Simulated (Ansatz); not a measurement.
Single-point calculation of CH6N2Si

- system: CH6N2Si, SMILES N[SiH]1CN1
- method: RKS revPBE-D4/def2-TZVPP (Ansatz 0.2.0)

The geometry comes from this level: PBE0-D4/def2-TZVP.

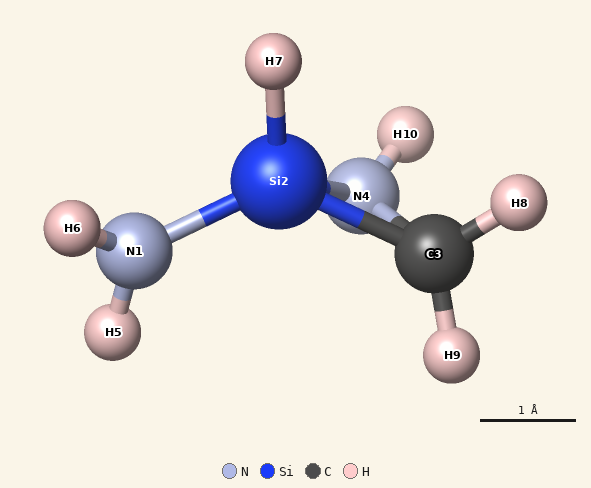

Fig. 1: The structure (ball-and-stick view, seen at a tilt; atoms are numbered from 1 in the order of the input). Bond lengths as drawn: C–H 1.09 Å, C–N 1.51 Å, C–Si 1.83 Å, H–N 1.00 to 1.01 Å, H–Si 1.48 Å and N–Si 1.69 Å.

### Input
```yaml
crystal:
  periodic: [false, false, false]
  atoms:
    - {symbol: N, position_ang: [-1.675363, 0.788321, -0.016028]}
    - {symbol: Si, position_ang: [-0.023523, 0.504583, 0.232998]}
    - {symbol: C, position_ang: [0.885619, -1.081280, 0.268468]}
    - {symbol: N, position_ang: [0.854675, -0.258378, -0.996308]}
    - {symbol: H, position_ang: [-2.258871, 0.174324, -0.557739]}
    - {symbol: H, position_ang: [-2.196768, 1.425740, 0.559980]}
    - {symbol: H, position_ang: [0.508677, 1.639873, 1.020283]}
    - {symbol: H, position_ang: [1.837464, -1.120785, 0.801175]}
    - {symbol: H, position_ang: [0.433686, -2.066255, 0.163600]}
    - {symbol: H, position_ang: [1.717703, -0.057242, -1.473531]}
basis:
  gaussian: {orbitals: def2-TZVPP}
hamiltonian: {xc: {name: revPBE}, dispersion: d4}
output: {orbitals: {seedname: orbitals}}
```

Run as:
```bash
ansatz run in.yaml --threads 2 --pin off --events-out ev --progress --plain --max-ram 4352MiB
```

### Output
```
Functional definition: revPBE
  name "revPBE"
  cite "Zhang & Yang, Phys. Rev. Lett. 80, 890 (1998) doi:10.1103/PhysRevLett.80.890"
  cite "Perdew, Burke & Ernzerhof, Phys. Rev. Lett. 77, 3865 (1996) doi:10.1103/PhysRevLett.77.3865"
  parameter kappa = 1.245
  parameter beta = 0.06672455060314922
  exchange = pbe_x(kappa = kappa, mu = beta*pi^2/3)
  correlation = pbe_c(beta = beta)
1132 factors; their error is unknown
mean field evaluation 1: about -11972.3382 eV, gradient 9.8e1 eV
mean field evaluation 2: about -11902.5143 eV, gradient 1.8e2 eV
mean field evaluation 4: about -11990.3193 eV, gradient 2.5e1 eV
mean field evaluation 8: about -11991.5051 eV, gradient 1.4e-1 eV
mean field evaluation 16: about -11991.4775 eV, gradient 1.5e-4 eV
mean field -11991.47751730 eV, -440.6786706455 hartree, gradient 4.8e-5 eV, S^2 0.000000; 0 other end points of the search recorded, 0 dependent functions left out
reference -11991.47756814 eV, -440.6786725138 hartree; 20, 20 occupied and 199, 199 virtual orbitals, 1132 factors
Total energy: -11992.07001938 eV, -440.7004446953 hartree
```

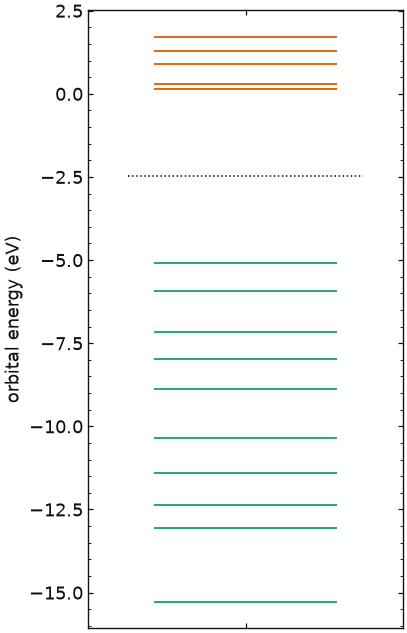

Fig. 2: Orbital energies near the frontier; the dotted line parts filled from empty levels, and levels within 0.02 eV of each other stand side by side. Highest filled −5.10 eV, lowest empty 0.14 eV, 5.24 eV apart.

### Key numbers

```csv
quantity,value
outcome,converged
total energy,−11992.0700 eV
mean-field energy,−11991.4776 eV
dispersion energy,−0.5925 eV
SCF solution under orbital rotations,stable
HOMO,−5.10 eV
LUMO,0.14 eV
hardware,"2 threads of Intel Xeon, 15 GiB of memory available, shared host"
wall time,1.4 s (CPU time 2.6 s)
peak memory,0.26 GiB
```
